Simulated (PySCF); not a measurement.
Coordinates of C₆H₁₂OP₂, SMILES C=CP1(=O)CCPCC1 (Å):

```xyz
21

C      3.3929    -0.1432    -0.3751
C      2.1913     0.1356    -0.8846
P      0.7437    -0.1090     0.1640
O      1.0782    -0.6054     1.5411
C     -0.1639     1.4785     0.1696
C     -1.5016     1.3145     0.8934
P     -2.6674     0.2422    -0.0985
C     -1.7081    -1.3601    -0.0255
C     -0.3725    -1.2261    -0.7588
H      3.4702    -0.5086     0.6551
H      4.3131    -0.0204    -0.9537
H      2.0669     0.5028    -1.9102
H     -0.3004     1.8351    -0.8661
H      0.4838     2.2015     0.6919
H     -1.9843     2.2956     1.0274
H     -1.3210     0.8894     1.8936
H     -3.5891    -0.0472     0.9530
H     -1.5195    -1.6660     1.0160
H     -2.3257    -2.1400    -0.4989
H     -0.5078    -0.8505    -1.7881
H      0.1456    -2.1970    -0.8206
```

GIAO shifts, PBE0/pcSseg-1 with PySCF, at a PBE0-D3(BJ)/def2-SVP geometry (no frequency check), against H₂O for ¹⁷O computed at the same level (¹⁷O: a single water molecule, while the usual scale starts at liquid water and gives values some tens of ppm lower). Gas phase, fully decoupled, line heights follow the number of nuclei, widths are arbitrary (no quadrupolar broadening); values of one conformer, averaged over methyl-type rotors and exact or near symmetry; other conformers aren't averaged in.

Question: How many ¹⁷O lines appear, and where?

Answer: 1 signal.


```csv
δ (ppm),nuclei,atoms
73.7,1,O4
```

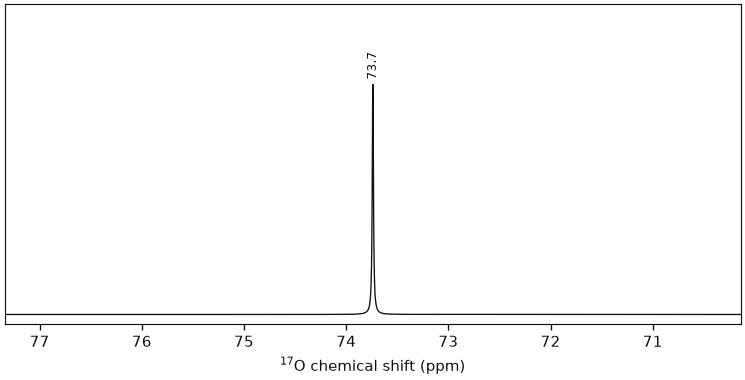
